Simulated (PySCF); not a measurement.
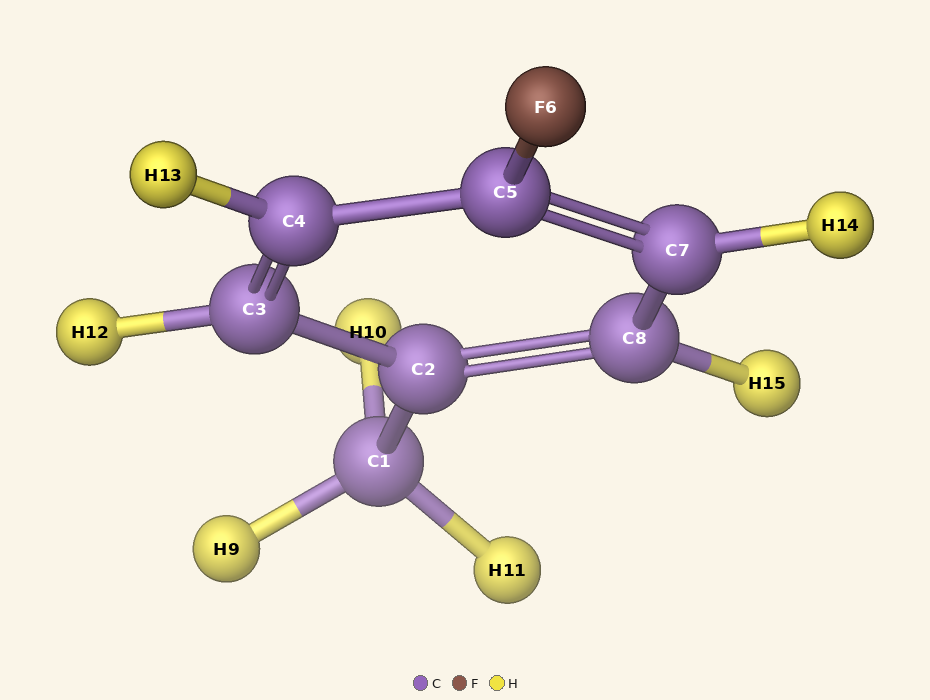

Depth is shown by fading: the farther an atom, the more it takes the colour of the background. The computed structure is the end point of a GFN2-xTB optimisation. No frequency run is at hand to confirm it as a minimum.

**What is the conformation of the ring C2–C3–C4–C5–C7–C8?**

It is planar. The Cremer–Pople amplitude Q is 0.00 Å.

**Give the torsion angles round the ring, beginning with the bond from its second to its third atom.**

0°, 0°, 0°, 0°, 0°, 0°.
